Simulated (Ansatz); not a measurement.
**One shape, several levels: [SiH3]+ (SMILES [SiH3+])**

We compute a comparison of 6 runs (UPBE/3-21G, HSE06/6-31G*, r2SCAN/6-31G*, revPBE/6-31G*, MP2/6-31G*, CCSD(T)/3-21G) of [SiH3]+. 

The results are computed with Ansatz 0.2.0.

2 further runs of the same task are left out: 2 that didn't finish.

**1. The molecule**

[SiH3]+: 4 atoms, total charge +1, spin state singlet. SMILES: `[SiH3+]`. The H3–Si1 distance was set to 2.944 Å, away from the relaxed value. At this shape a bond of the SMILES string is far longer than usual.

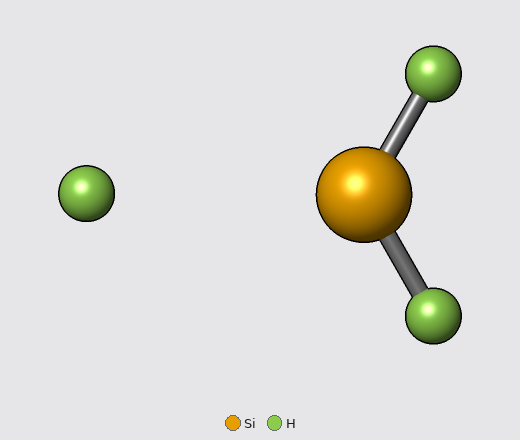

Viewed from a chosen angle; silicon amber, hydrogen green.

**2. A single-point energy at UPBE/3-21G (run 1)**

input.yaml reads:

```yaml
crystal:
  periodic: [false, false, false]
  atoms:
    - {symbol: Si, position_ang: [0.118400, 1.467194, 0.009900]}
    - {symbol: H, position_ang: [0.805300, 2.142594, 1.122900]}
    - {symbol: H, position_ang: [-0.118400, -1.467200, -0.009900]}
    - {symbol: H, position_ang: [-0.450100, 2.258894, -1.093200]}
basis:
  gaussian:
    orbitals: 3-21G.json
total_charge: 1
magnetization:
  spin_polarized: true
hamiltonian:
  xc: pbe
accuracy: high
```

The basis set 3-21G is read from a file made from the Basis Set Exchange's data (not shown).

Run with:

```console
ansatz run input.yaml --threads 1 --pin off --max-ram 2610MiB --events-out events.jsonl --progress --plain --runs-dir runs
```

Standard output:

```text
Warning: RAYON_NUM_THREADS=1 ignored (pool sized by the plan → 1); use --threads N
Functional definition: PBE
  name "PBE"
  parameter kappa = 0.804
  parameter beta = 0.06672455060314922
  exchange = pbe_x(kappa = kappa, mu = beta*pi^2/3)
  correlation = pbe_c(beta = beta)
368 factors; integrals over basis functions are off by at most 3.4e-9 eV
mean field evaluation 1: about -7862.5373 eV, gradient 1.3e1 eV
mean field evaluation 2: about -7853.2875 eV, gradient 2.4e1 eV
mean field evaluation 4: about -7866.0386 eV, gradient 4.9e0 eV
mean field evaluation 8: about -7866.3647 eV, gradient 8.2e-2 eV
mean field evaluation 16: about -7866.3648 eV, gradient 2.7e-6 eV
mean field evaluation 32: about -7866.1653 eV, gradient 7.1e0 eV
mean field evaluation 64: about -7863.0345 eV, gradient 9.8e0 eV
mean field -7866.61348041 eV, -289.0927132229 hartree, gradient 1.5e-8 eV, S^2 0.608594; 3 other end points of the search recorded, 0 dependent functions left out
reference -7866.61348292 eV, -289.0927133153 hartree; 8, 8 occupied and 11, 11 virtual orbitals, 368 factors
Total energy: -7866.61348292 eV, -289.0927133153 hartree
```

Run time: 2.8 s. Hardware: 1 thread of Arm Neoverse V1, shared host; peak memory 0.11 GiB.

**3. A single-point energy at HSE06/6-31G(d) (spherical functions) (run 2)**

input.yaml: that of step 2 with these lines changed.

```diff
@@ -9,8 +9,6 @@
   gaussian:
-    orbitals: 3-21G.json
+    orbitals: 6-31G_st_-spherical.json
 total_charge: 1
-magnetization:
-  spin_polarized: true
 hamiltonian:
-  xc: pbe
+  xc: {name: HSE06}
 accuracy: high
```

The basis set 6-31G* is read from a file made from the Basis Set Exchange's data (not shown).

Run with:

```console
ansatz run input.yaml --threads 1 --pin off --max-ram 2610MiB --events-out events.jsonl --progress --plain --runs-dir runs
```

Standard output:

```text
Warning: RAYON_NUM_THREADS=1 ignored (pool sized by the plan → 1); use --threads N
Functional definition: HSE06
  name "HSE06"
  parameter a = 0.25
  parameter omega = 0.11/bohr
  exchange = pbe_x - a*pbe_x_sr(omega) + a*exact_x_sr(omega)
  correlation = pbe_c
445 factors; integrals over basis functions are off by at most 3.6e-9 eV
68 factors; integrals over basis functions are off by at most 9.8e-10 eV
mean field evaluation 1: about -7904.8854 eV, gradient 1.6e1 eV
mean field evaluation 2: about -7897.2214 eV, gradient 3.1e1 eV
mean field evaluation 4: about -7908.0373 eV, gradient 3.7e0 eV
mean field evaluation 8: about -7908.1408 eV, gradient 3.9e-1 eV
mean field evaluation 16: about -7908.1420 eV, gradient 4.2e-7 eV
mean field -7908.14200140 eV, -290.6188582204 hartree, gradient 5.3e-8 eV, S^2 0.000000; 0 other end points of the search recorded, 0 dependent functions left out
reference -7908.14200437 eV, -290.6188583294 hartree; 8, 8 occupied and 16, 16 virtual orbitals, 445 factors
Total energy: -7908.14200437 eV, -290.6188583294 hartree
```

Wall time 1.1 s (1 thread of Arm Neoverse V1, shared host).

Runs 3 to 5 aren't shown in full; the table further down has their settings and results.

**4. The energy at CCSD(T)/3-21G (run 6)**

job.yaml reads:

```yaml
crystal:
  periodic: [false, false, false]
  atoms:
    - {symbol: Si, position_ang: [0.118400, 1.467194, 0.009900]}
    - {symbol: H, position_ang: [0.805300, 2.142594, 1.122900]}
    - {symbol: H, position_ang: [-0.118400, -1.467200, -0.009900]}
    - {symbol: H, position_ang: [-0.450100, 2.258894, -1.093200]}
basis:
  gaussian: {orbitals: 3-21G.json}
correlation: {method: ccsd_t, frozen_orbitals: {H: 0, Si: 5}}
total_charge: 1
scf: {omitted_lower_state_checks: [cluster_reference, increment]}
accuracy: high
```

The basis set 3-21G is read from a file made from the Basis Set Exchange's data (not shown).

Run with:

```console
ansatz run job.yaml --threads 1 --pin off --max-ram 2610MiB --events-out events.jsonl --progress --plain --runs-dir runs
```

Standard output:

```text
Warning: RAYON_NUM_THREADS=1 ignored (pool sized by the plan → 1); use --threads N
[... 12 lines left out ...]
5 core orbitals not correlated: weight in the atoms' cores, before any rotation towards them, 1.000 or more for the frozen orbitals, at most 0.000 for the correlated occupied ones
[... 26 lines left out ...]
WARN: these amplitudes may be one of several solutions (largest doubles amplitude 0.51, level shift 2.57 eV)
Total energy: -7857.41252916 eV, -288.7545845011 hartree
Checks for a lower state left out: cluster_reference, increment
```

Run time: 0.18 s. Hardware: 1 thread of Arm Neoverse V1, shared host.

**5. All runs side by side**

```
run                                level  frozen core orbitals  energy (Eh)  wall time
  1                           UPBE/3-21G                     –  -289.092713      2.8 s
  2   HSE06/6-31G* (spherical functions)                     –  -290.618858      1.1 s
  3  r2SCAN/6-31G* (spherical functions)                     –  -290.723065      1.8 s
  4  revPBE/6-31G* (spherical functions)                     –  -290.710064     0.83 s
  5     MP2/6-31G* (spherical functions)                     5  -290.233416      0.2 s
  6                        CCSD(T)/3-21G                     5  -288.754585     0.18 s
```

**6. Summary of results**

```
                                          quantity          value
                               run 6: total energy  -288.75458 Eh
run 6: correlation energy (5 core orbitals frozen)     -126.1 mEh
                             run 6: (T) correction      -3.82 mEh
                              run 6: T1 diagnostic          0.052
```

Totals of different functionals can't be ranked against each other. In run 6 the T1 diagnostic is large, so a single reference may not serve. In runs 5, 6 the log says that unrestricted orbitals would lower the reference, so the values rest on an unstable closed-shell determinant (other closed-shell runs at this shape may share the fault). Spin contamination of the reference: run 1 ⟨S²⟩ = 0.61. Where it is this large, the reference is a mixture of spin states, and values that rest on it are in doubt. All runs together took 6.9 s, the longest 2.8 s.
